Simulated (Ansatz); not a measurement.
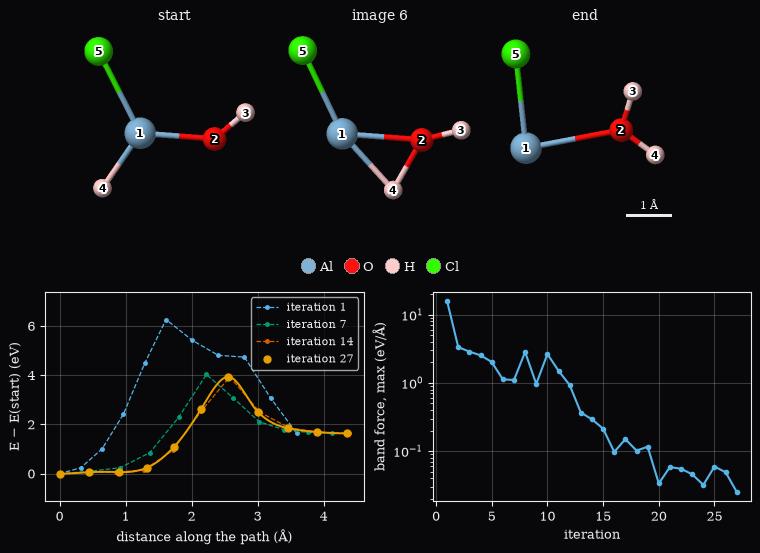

A nudged-elastic-band calculation for AlH2OCl. Images are numbered from 0 (start) to 10 (end). The plot follows the band through its iterations. Style: ball-and-stick. Shown at a tilt.

Level of theory: RHF/def2-SVP in Ansatz 0.2.0.

Input
```yaml
crystal:
  periodic: [false, false, false]
  atoms:
    - { symbol: Al, position_ang: [0.474152, -0.007336, 0.039045] }
    - { symbol: O, position_ang: [0.644835, -0.159111, 1.698185] }
    - { symbol: H, position_ang: [0.044994, -0.244852, 2.41707] }
    - { symbol: H, position_ang: [1.735668, 0.115875, -0.862732] }
    - { symbol: Cl, position_ang: [-1.453748, 0.014025, -0.80917] }
basis:
  gaussian: { orbitals: def2-SVP }
hamiltonian:
  xc: hf
neb:
  order_check: false
  images: 9
  f_tol: 0.03
  max_iterations: 60
  spring: 0.5
  final_atoms:
    - { symbol: Al, position_ang: [0.12550375, 0.09138754, -1.14152439] }
    - { symbol: O, position_ang: [0.94741563, -0.06954237, 0.89046229] }
    - { symbol: H, position_ang: [0.34369856, -0.16320187, 1.61909256] }
    - { symbol: H, position_ang: [1.84243748, -0.07602916, 1.20284282] }
    - { symbol: Cl, position_ang: [-1.81315442, -0.06401314, -0.08847528] }
  initial_path:
    images:
      - { positions_ang: [[0.474152, -0.007336, 0.039045], [0.644835, -0.159111, 1.698185], [0.044994, -0.244852, 2.41707], [1.735668, 0.115875, -0.862732], [-1.453748, 0.014025, -0.80917]] }
      - { positions_ang: [[0.3795785, -0.00537584, 0.03114378], [0.77003845, -0.12972684, 1.66232081], [0.10723538, -0.25086426, 2.30509549], [1.73787426, 0.08703635, -0.6455399], [-1.5488256, 0.01753159, -0.87062218]] }
      - { positions_ang: [[0.285005, -0.00341567, 0.02324257], [0.89524191, -0.10034269, 1.62645661], [0.16947676, -0.25687653, 2.19312099], [1.74008053, 0.0581977, -0.4283478], [-1.6439032, 0.02103819, -0.93207436]] }
      - { positions_ang: [[0.19043151, -0.00145551, 0.01534135], [1.02044536, -0.07095853, 1.59059242], [0.23171815, -0.26288879, 2.08114648], [1.74228679, 0.02935905, -0.21115571], [-1.73898081, 0.02454478, -0.99352654]] }
      - { positions_ang: [[0.09585801, 0.00050465, 0.00744013], [1.14564882, -0.04157438, 1.55472822], [0.29395953, -0.26890105, 1.96917198], [1.74449306, 0.0005204, 0.00603639], [-1.83405841, 0.02805138, -1.05497872]] }
      - { positions_ang: [[0.00128451, 0.00246482, -0.00046108], [1.27085227, -0.01219022, 1.51886403], [0.35620091, -0.27491332, 1.85719747], [1.74669932, -0.02831825, 0.22322849], [-1.92913601, 0.03155797, -1.1164309]] }
      - { positions_ang: [[0.02612836, 0.02024936, -0.22867375], [1.20616494, -0.02366065, 1.39318368], [0.35370044, -0.25257103, 1.80957649], [1.76584695, -0.03786043, 0.41915136], [-1.90593969, 0.01244375, -0.91083978]] }
      - { positions_ang: [[0.05097221, 0.03803391, -0.45688641], [1.14147761, -0.03513108, 1.26750333], [0.35119997, -0.23022874, 1.76195551], [1.78499459, -0.04740261, 0.61507422], [-1.88274338, -0.00667047, -0.70524865]] }
      - { positions_ang: [[0.07581605, 0.05581845, -0.68509907], [1.07679029, -0.04660151, 1.14182298], [0.3486995, -0.20788645, 1.71433453], [1.80414222, -0.0569448, 0.81099709], [-1.85954706, -0.0257847, -0.49965753]] }
      - { positions_ang: [[0.1006599, 0.073603, -0.91331173], [1.01210296, -0.05807194, 1.01614264], [0.34619903, -0.18554416, 1.66671354], [1.82328985, -0.06648698, 1.00691995], [-1.83635074, -0.04489892, -0.2940664]] }
      - { positions_ang: [[0.12550375, 0.09138754, -1.14152439], [0.94741563, -0.06954237, 0.89046229], [0.34369856, -0.16320187, 1.61909256], [1.84243748, -0.07602916, 1.20284282], [-1.81315442, -0.06401314, -0.08847528]] }
```

Run as
```bash
ansatz run input.yaml --threads 1 --pin off --max-ram 2048MiB --backend cpu --events-out ev --progress --plain --runs-dir out
```

### Did the band converge, and can the barrier be trusted?

The run is converged, with reservations. The band converged in 27 iterations. The largest component of the band force went from 16 to 0.025 eV/Å. The climbing image converged on the top of the path. Its curvatures weren't checked. The first iteration put the highest image at 6.26 eV. Forward barrier 3.94 eV, backward barrier 2.30 eV, with image 6 at the top; the reaction energy is +1.64 eV.

Limits of the set-up: Hartree-Fock leaves out electron correlation.

The run took 2.1 min on 1 thread of Arm Neoverse V1 (shared host), peak memory 0.1 GiB.
